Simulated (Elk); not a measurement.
## Electronic structure of magnetic AlNi3

How do the spin channels of AlNi3 fill?

Method: PBE; all-electron APW+lo, Dirac cores, scalar-relativistic bands, in Elk 11.2.3 (patched build).

**1. The starting structure**

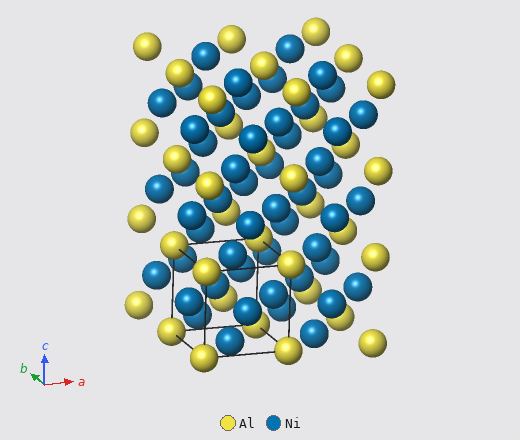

The cell as given, slightly off an axis (aluminium yellow, nickel blue). 2×2×3 cells are drawn. Some periodic images of atoms are drawn too.

The cell comes from a database of computed structures and need not be the stable phase.

**2. Ground-state run**

Bands and densities of states are read from a converged potential, so the magnetic state comes first.

This is the lowest of the starts that converged (ferro +++).

Moments are seeded by fields in the spheres (the last three columns under atoms), set against the wanted direction and reduced each loop.

elk.in reads:

```
tasks
  0
  33
  73

xctype
  20

rgkmax
  7.0

nempty
  8

swidth
  0.001837

reducebf
  0.5

epsengy
  1e-05

maxscl
  100

lmaxi
  3

spinpol
  .true.

sppath
  './'

avec
  6.65760855553 0.00000000000 0.00000000000
  0.00000000000 6.65760855553 0.00000000000
  0.00000000000 0.00000000000 6.65760855553

atoms
  2
  'Al.in'
  1
  0.0000000000 0.0000000000 0.0000000000   0.000000 0.000000 0.000000
  'Ni.in'
  3
  0.0000000000 0.5000000000 0.5000000000   0.000000 0.000000 -0.050000
  0.5000000000 0.0000000000 0.5000000000   0.000000 0.000000 -0.050000
  0.5000000000 0.5000000000 0.0000000000   0.000000 0.000000 -0.050000

ngridk
  10 10 10

plot3d
  0 0 0
  1 0 0
  0 1 0
  0 0 1
  18 18 18
```

Launch:

```console
OMP_NUM_THREADS=4 elk
```

Numbers of over 12 decimals in the logs are rounded to 6 here.

Output:

```text
Warning(init1): few empty states an atom for a second variation :    8.000000000
 they are its basis, with spin, DFT+U, afieldc (12 by default), in Hartree-Fock and RDMFT; 30 and more for pressures
Warning(gndstate): core states of species 1 leak from the muffin-tin :   0.4846558921E-03
Warning(gndstate): core states of species 2 leak from the muffin-tin :   0.4138237098E-03

--- INFO.OUT ---
┌─────────────────────────┐
│ Elk code version 11.2.3 │
└─────────────────────────┘

All units are atomic (Hartree, Bohr, etc.)

┌─────────────────────────────────────────────────┐
│ Ground-state run starting from atomic densities │
└─────────────────────────────────────────────────┘

Lattice vectors :
   6.657608556       0.000000000       0.000000000
   0.000000000       6.657608556       0.000000000
   0.000000000       0.000000000       6.657608556

Species : 1 (Al)
 parameters loaded from : Al.in
 name : aluminium
 nuclear charge    :   -13.00000000
 electronic charge :    13.00000000
 atomic mass :    49184.33496
 muffin-tin radius :    2.200000000
 number of radial points in muffin-tin :    793
 inner part over the whole radius :   0.9821194981E-02
 number on inner part of muffin-tin    :    552
 approximate nuclear radius :   0.5839653600E-04
 number of mesh points to nuclear radius :    244
 atomic positions (lattice), magnetic fields (Cartesian) :
  1 :   0.00000000  0.00000000  0.00000000    0.00000000  0.00000000  0.00000000

Species : 2 (Ni)
 parameters loaded from : Ni.in
 name : nickel
 nuclear charge    :   -28.00000000
 electronic charge :    28.00000000
 atomic mass :    106991.5231
 muffin-tin radius :    2.328820078
 number of radial points in muffin-tin :    993
 inner part over the whole radius :   0.9875947638E-02
 number on inner part of muffin-tin    :    700
 approximate nuclear radius :   0.7325707712E-04
 number of mesh points to nuclear radius :    335
 atomic positions (lattice), magnetic fields (Cartesian) :
  1 :   0.00000000  0.50000000  0.50000000    0.00000000  0.00000000 -0.05000000
  2 :   0.50000000  0.00000000  0.50000000    0.00000000  0.00000000 -0.05000000
  3 :   0.50000000  0.50000000  0.00000000    0.00000000  0.00000000 -0.05000000

Total number of atoms per unit cell :    4
Total muffin-tin volume :    203.3171288
 ratio of muffin-tin to unit cell volume :   0.6889999626

Spin treatment :
 spin-polarised
 global magnetic field (Cartesian) :    0.000000000       0.000000000       0.000000000
 collinear magnetisation in z-direction

Number of Bravais lattice symmetries :   48
Number of crystal symmetries         :   48
Crystal has inversion symmetry
Real symmetric eigensolver will be used

k-point grid :     10    10    10
k-point offset :    0.000000000       0.000000000       0.000000000
k-point set is reduced with full crystal symmetry group
Total number of k-points :       56

Muffin-tin radius times maximum |G+k| :    7.000000000
 using average radius
Maximum |G+k| for APW functions       :    3.047963991
Maximum (1/2)|G+k|²                   :    4.645042246
Maximum |G| for potential and density :    12.00000000
Constant for pseudocharge density :    7
 order of it for each species :   14  14
 order of it for pair densities of each species (exact exchange by exxq0 0: 14) :    9  10
Radial integration step length :    1

G-vector grid sizes :     27    27    27
Number of G-vectors :     8601

Maximum angular momentum used for
 APW functions            :    8
 outer part of muffin-tin :    6
 inner part of muffin-tin :    3

Number of empty states         :     32
Total number of valence states :    122
Total number of core states    :     40

Third-order local-orbitals added for an l without core states : T
Total number of local-orbitals :     76

Exchange-correlation functional :     20     0     0
 Perdew-Burke-Ernzerhof, Phys. Rev. Lett. 77, 3865 (1996)
 gradient requirement :    1
 generalised gradient approximation (GGA)

Smearing type :    3
 Fermi-Dirac
Smearing width :   0.1837000000E-02
Effective electronic temperature (K) :    580.0787206

Mixing type :    3
 Broyden mixing, J. Phys. A: Math. Gen. 17, L317 (1984)

Kohn-Sham potential initialised from atomic data

┌──────────────────────────────┐
│ Self-consistent loop started │
└──────────────────────────────┘

┌─────────────────┐
│ Loop number : 1 │
└─────────────────┘

Energies :
 Fermi                       :     0.220050
 sum of occupied eigenvalues :     -2757.3713813881
 electron kinetic            :      4877.5453291385
 core electron kinetic       :      4340.5567120718
 Coulomb                     :     -9473.8328625071
 Coulomb potential           :     -7353.9929433277
 nuclear-nuclear             :     -838.53197100836
 electron-nuclear            :     -9948.1635642157
 Hartree                     :      1312.8626727170
 Madelung                    :     -5796.8363908432
 xc potential                :     -280.73176015407
 xc effective B-field        :    -0.75725250751296E-01
 external B-field            :      0.000000
 exchange                    :     -204.96233676713
 correlation                 :     -4.551102
 electron entropic           :    -0.13668199229477E-02
 total energy                :     -4805.8023389629
 (external B-field energy excluded from total)

Density of states at Fermi energy :    126.5397541
 (states/Hartree/unit cell)

Estimated indirect band gap :   0.2066372257E-03
 from k-point 9 to k-point 23
Estimated direct band gap   :   0.1624978827E-02
 at k-point 34

Charges :
 core                        :    40.00000000
 valence                     :    57.00000000
 interstitial                :    3.631069203
 muffin-tins (core leakage)
  species : 1 (Al)
   atom 1                    :    11.37774969     (  0.5161991732E-03)
  species : 2 (Ni)
   atom 1                    :    27.33039370     (  0.4140243280E-03)
   atom 2                    :    27.33039370     (  0.4140243280E-03)
   atom 3                    :    27.33039370     (  0.4140243280E-03)
 total in muffin-tins        :    93.36893080
 total calculated charge     :    96.99741279
 total charge                :    97.00000000
 error                       :   0.2587208193E-02

Moments :
 interstitial                :  -0.1984645357
 muffin-tins
  species : 1 (Al)
   atom 1                    :  -0.7928853316E-01
  species : 2 (Ni)
   atom 1                    :   0.9761785920
   atom 2                    :   0.9761785920
   atom 3                    :   0.9761785920
 total in muffin-tins        :    2.849247243
 total moment                :    2.650782707

[... earlier loops left out ...]

┌──────────────────┐
│ Loop number : 18 │
└──────────────────┘

Energies :
 Fermi                       :     0.308777
 sum of occupied eigenvalues :     -2746.4715099613
 electron kinetic            :      4878.8293580158
 core electron kinetic       :      4340.6292594332
 Coulomb                     :     -9474.6141610504
 Coulomb potential           :     -7353.1756349704
 nuclear-nuclear             :     -838.53197100836
 electron-nuclear            :     -9950.6277978527
 Hartree                     :      1314.5456078106
 Madelung                    :     -5798.0263435652
 xc potential                :     -272.11930977113
 xc effective B-field        :    -0.59231017963881E-02
 external B-field            :      0.000000
 exchange                    :     -205.03236132013
 correlation                 :     -4.552840
 electron entropic           :    -0.10249010066523E-02
 total energy                :     -4805.3710296631
 (external B-field energy excluded from total)

Density of states at Fermi energy :    91.24522269
 (states/Hartree/unit cell)

Estimated indirect band gap :   0.6721490967E-03
 from k-point 28 to k-point 1
Estimated direct band gap   :   0.1528666429E-02
 at k-point 31

Charges :
 core                        :    40.00000000
 valence                     :    57.00000000
 interstitial                :    3.563031270
 muffin-tins (core leakage)
  species : 1 (Al)
   atom 1                    :    11.41377795     (  0.4846558921E-03)
  species : 2 (Ni)
   atom 1                    :    27.34106359     (  0.4138237098E-03)
   atom 2                    :    27.34106359     (  0.4138237098E-03)
   atom 3                    :    27.34106359     (  0.4138237098E-03)
 total in muffin-tins        :    93.43696873
 total calculated charge     :    96.99749550
 total charge                :    97.00000000
 error                       :   0.2504495551E-02

Moments :
 interstitial                :  -0.4241460472E-01
 muffin-tins
  species : 1 (Al)
   atom 1                    :  -0.1712162171E-01
  species : 2 (Ni)
   atom 1                    :   0.2511314635
   atom 2                    :   0.2511314635
   atom 3                    :   0.2511314635
 total in muffin-tins        :   0.7362727687
 total moment                :   0.6938581640

┌──────────────────────────────┐
│ Self-consistent loop stopped │
└──────────────────────────────┘

Warning : core states of species 1 leak from the muffin-tin :   0.4846558921E-03

Warning : core states of species 2 leak from the muffin-tin :   0.4138237098E-03

Wrote STATE.OUT
```

Run time: 2.5 min. Hardware: 4 threads of Arm Neoverse V2, shared host; peak memory 0.44 GiB.

Spin moment in the muffin-tin sphere by atom:

```
atom  spin moment in the muffin-tin sphere (μB)
 Al1                                     -0.017
 Ni2                                      0.251
 Ni3                                      0.251
 Ni4                                      0.251
```

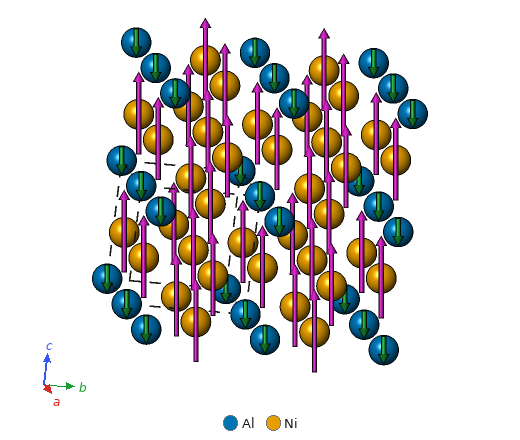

Spin moment in the muffin-tin sphere as arrows, the longest 0.251 μB. Up and down stand for the sign. Arrows give size and sign along the axis of quantisation, drawn up and down the page. Each arrow also spans its atom, so small moments look longer than they are. The two directions have two colours. 2×2×2 cells are drawn. Some periodic images of atoms are drawn too.

This step gave:

```
density of states at the Fermi level : 3.353 states/eV/cell
moment between the spheres           : -0.04242 μB
magnetization                        : 0.6939 μB
final state                          : ferromagnetic
```

**3. Bands and density of states**

The potential is kept. Point names follow a standard table for this cell's lattice and can differ from other conventions. The density of states is interpolated from the levels on the mesh (so its value at the Fermi level can differ from the smeared one of the ground-state run), and the bands are solved anew along a path of special points.

elk.in reads:

```
tasks
  10
  20
  15

xctype
  20

rgkmax
  7.0

nempty
  8

swidth
  0.001837

reducebf
  0.5

epsengy
  1e-05

maxscl
  100

lmaxi
  3

spinpol
  .true.

sppath
  './'

avec
  6.65760855553 0.00000000000 0.00000000000
  0.00000000000 6.65760855553 0.00000000000
  0.00000000000 0.00000000000 6.65760855553

atoms
  2
  'Al.in'
  1
  0.0000000000 0.0000000000 0.0000000000   0.000000 0.000000 0.000000
  'Ni.in'
  3
  0.0000000000 0.5000000000 0.5000000000   0.000000 0.000000 -0.000050
  0.5000000000 0.0000000000 0.5000000000   0.000000 0.000000 -0.000050
  0.5000000000 0.5000000000 0.0000000000   0.000000 0.000000 -0.000050

ngridk
  10 10 10

wplot
  300 60 1
  -0.35000 0.25000

plot1d
  7 84
  0.00000000 0.00000000 0.00000000
  0.00000000 0.50000000 0.00000000
  0.50000000 0.50000000 0.00000000
  0.00000000 0.00000000 0.00000000
  0.50000000 0.50000000 0.50000000
  0.00000000 0.50000000 0.00000000
  0.50000000 0.50000000 0.50000000
```

Launch:

```console
OMP_NUM_THREADS=4 elk
```

Output:

```text
┌─────────────────────────────────┐
│ Elk code version 11.2.3 started │
└─────────────────────────────────┘

Info(readinput): the functional depends on the density's gradient
 muffin-tin radial points multiplied by    2.00000
 (not where nrmtscf is given)

┌───────────────────┐
│ Current task : 10 │
└───────────────────┘
Info(checkmt): changed muffin-tin radius of species 2 (Ni) from   2.4000 to   2.3288

Info(writedos):
 Total density of states written to TDOS.OUT

 Partial density of states written to PDOS_Sss_Aaaaa.OUT
 for all species and atoms

 Spin-quantisation axis :    0.000000000       0.000000000       1.000000000

 Eigenvalues of a random matrix symmetrised with the site
 symmetries in the Yₗₘ basis written to ELMIREP.OUT for all
 species and atoms. Degenerate eigenvalues correspond to
 irreducible representations of each site symmetry group

 Interstitial density of states written to IDOS.OUT

 Fermi energy is at zero in plots

 DOS units are states/Hartree/unit cell

┌───────────────────┐
│ Current task : 20 │
└───────────────────┘

Info(bandstr):
 Band structure plot written to BAND.OUT

 Fermi energy is at zero in plot

 Vertex location lines written to BANDLINES.OUT

┌───────────────────┐
│ Current task : 15 │
└───────────────────┘

Warning(init1): few empty states an atom for a second variation :    8.000000000
 they are its basis, with spin, DFT+U, afieldc (12 by default), in Hartree-Fock and RDMFT; 30 and more for pressures

Info(writelsj):
 muffin-tin L, S and J expectation values written to LSJ.OUT

┌──────────────────┐
│ Elk code stopped │
└──────────────────┘
```

Elapsed: 2.5 min, on 4 threads; peak memory 0.49 GiB; 7 min of CPU time.

Electronic bands along the path, in eV, zero at the Fermi level; # counts the bands kept:

```
point  up #16  up #17  up #18  up #19  down #13  down #14  down #15  down #16
    Γ   -0.06    0.80    0.80    0.80      0.01      0.36      0.36      0.36
    X   -0.51   -0.05    5.63    5.63     -0.97     -0.97     -0.85     -0.33
    M   -0.98   -0.60    0.88    0.88     -1.18     -1.14     -0.81     -0.61
    Γ   -0.06    0.80    0.80    0.80      0.01      0.36      0.36      0.36
    R   -0.32   -0.24   -0.24   -0.24     -1.20     -0.91     -0.91     -0.33
    X   -0.51   -0.05    5.63    5.63     -0.97     -0.97     -0.85     -0.33
    R   -0.32   -0.24   -0.24   -0.24     -1.20     -0.91     -0.91     -0.33
```

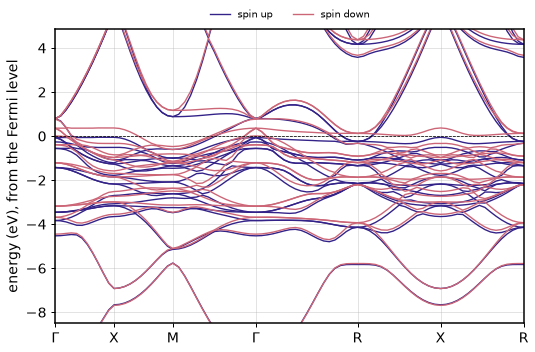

Electronic bands along the path; the two colours are the two spins.

The density of states has structure finer than the step of the table below, so its rows give means over 1 eV, whole bins alone (the curve runs from -9.52 to 6.75 eV). Peaks (eV: height): up -3.4: 5.64, -2.2: 5.76, -1.1: 7.50; down -3.2: 4.68, -2.7: 4.55, -1.9: 5.93, -0.9: 7.62; Al1 p up -4.0: 0.0795, -3.2: 0.180, 1.4: 0.0803, 5.2: 0.0612; Al1 p down -3.9: 0.0806, -3.0: 0.233, -2.5: 0.0991, 1.6: 0.0835; Ni2 d up -3.4: 1.40, -2.2: 1.68, -1.2: 2.33.

Density of states against energy, zero at the Fermi level; means over each step; values in states/eV/cell:

```
energy (eV)     up   down  Al1 p up  Al1 p down  Ni2 d up  Ni2 d down
         -9  0.168  0.170   0.00290     0.00298    7.7e-4      7.6e-4
         -8  0.279  0.280   0.00661     0.00662   0.00313     0.00305
         -7  0.318  0.315   0.00930     0.00927   0.00921     0.00871
         -6  0.423  0.414    0.0231      0.0228    0.0275      0.0254
         -5  0.765  0.699    0.0566      0.0557    0.0839      0.0673
         -4   1.33   1.18    0.0577      0.0610     0.268       0.220
         -3   3.88   3.38     0.108       0.109      1.01       0.850
         -2   3.19   3.35    0.0357      0.0407     0.922       0.946
         -1   5.15   4.87    0.0132      0.0158      1.59        1.49
          0   1.52   2.30    0.0155      0.0138     0.425       0.671
          1  0.708  0.584    0.0509      0.0367     0.144       0.132
          2  0.614  0.731    0.0580      0.0631    0.0926       0.127
          3  0.400  0.434    0.0440      0.0460    0.0466      0.0562
          4  0.355  0.326    0.0279      0.0285    0.0415      0.0395
          5  0.649  0.653    0.0476      0.0472    0.0670      0.0728
          6  0.570  0.589    0.0403      0.0419    0.0496      0.0542
```

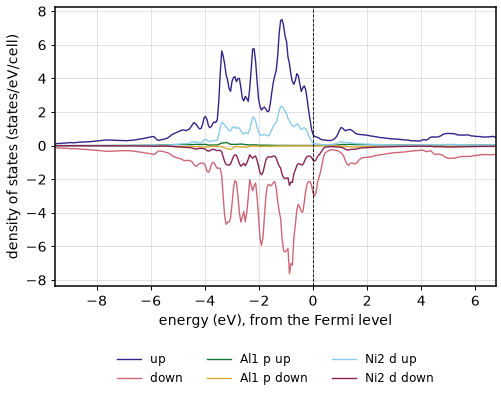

Density of states, plotted against energy. Down spins are drawn negative.

**4. Results**

```yaml
state: ferromagnetic
largest_moment: 0.251 μB
```

**Reading.** Right at the Fermi level (the table gives means over its steps) the density of states is 0.67 states/eV a cell for spin up and 2.8 for spin down. Within the window shown, the centres of the Ni2 d states of the two spins lie 0.25 eV apart, a rough measure of the splitting of the spins. The state is the lowest of the starts that converged. These are Kohn–Sham levels without spin–orbit coupling.

[Logs and program files are shortened in this print: banners, set-up blocks, solver, clock and traceback lines can be left out without a mark of their own.]

[Logs are printed without paths, hosts, clocks, repeated set-up lines and the standing remarks that a program may print on its own settings, such as how far it seeks lower states.]

[Hosts, paths, dates, database ids (printed as entryN), source tags and the programs' standing remarks are cut or masked in the printed files.]

[Where a cell is said to come from a database of computed structures, the database is the Materials Project.]
